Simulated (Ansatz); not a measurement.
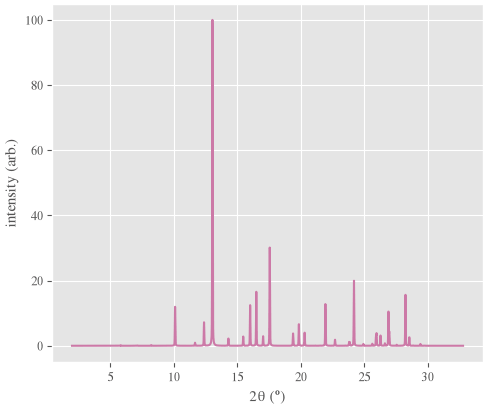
Figure. Simulated powder pattern, Ag Kα, λ = 0.560885 Å

The pattern belongs to a structure relaxed with DFT-PBE in the program Ansatz with PAW potentials.

**Question.** Which compound is it?
A) Sc3Si5, P-62c (Sc on 6g, Si on 6h, Si on 2b, Si on 2d)
B) Si5Te8, P-3m1 (Pearson symbol hP13)
C) Hf2SiN, P6_3/mmc (Si on 2d, Hf on 4f, N on 2a)
D) Er3Si5, P-62m (Er on 3f, Si on 2d, Si on 3g)

**Answer.** A, Sc3Si5, P-62c (Sc on 6g, Si on 6h, Si on 2b, Si on 2d)

The start of the workflow was typed in or built on a structure type; neither database checked (COD, Materials Project) lists it. Its standing as an ambient phase is unchecked. The PBE relaxation kept the symmetry of its start; its stability against distortions is not shown here. No spin polarisation was allowed.

Potentials: the earlier of the program's two PAW sets.
